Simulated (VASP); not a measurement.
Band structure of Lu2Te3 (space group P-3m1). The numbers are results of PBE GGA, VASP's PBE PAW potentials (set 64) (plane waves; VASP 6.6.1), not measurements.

Unless said otherwise, spin-orbit coupling is left out, though it shifts the bands of the heavy elements here.

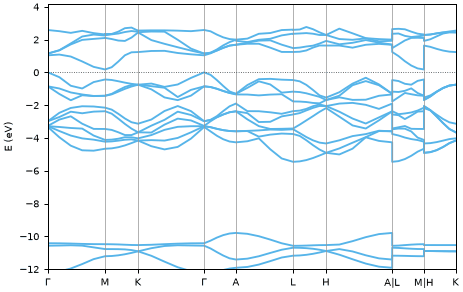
Figure. Bands along high-symmetry lines, zero at the valence-band maximum or, without a gap, the Fermi level

**Question.** Read the plot: is there a gap, and where are the band edges?

**Answer.** The gap is indirect, 0.18 eV, from the valence maximum at Γ to the conduction minimum at M.

The structure was generated: Lu2Te3 was put into an ordered model structure, which need not be its known phase. The cell was not relaxed at this level. The k-mesh is coarse (spacing up to 0.50 per Å, 2π included), so the numbers may not be converged in it.
